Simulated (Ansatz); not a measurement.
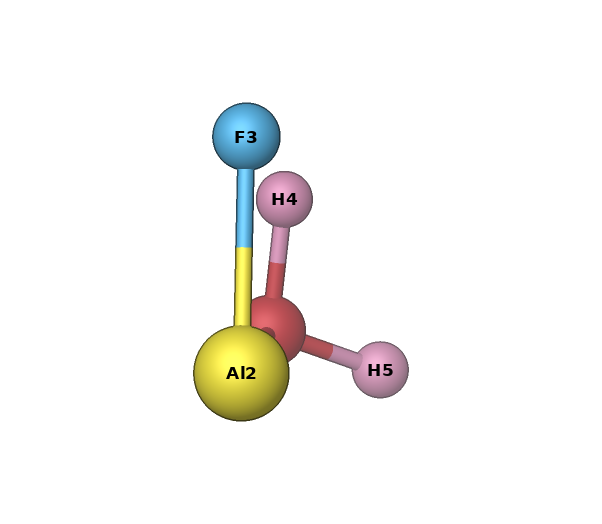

O1 lies behind Al2. The molecule seen nearly along the Al2–O1 bond, Al2 in front. Depth is shown by fading: the farther an atom, the more it takes the colour of the background. The computed structure is the end point of a PBE-D4/def2-SVP optimisation. No frequency run is at hand to confirm it as a minimum.

> What is the torsion angle F3–Al2–O1–H4? The sign is positive where the front bond must turn clockwise to cover the back bond.

6°, synperiplanar (eclipsed).
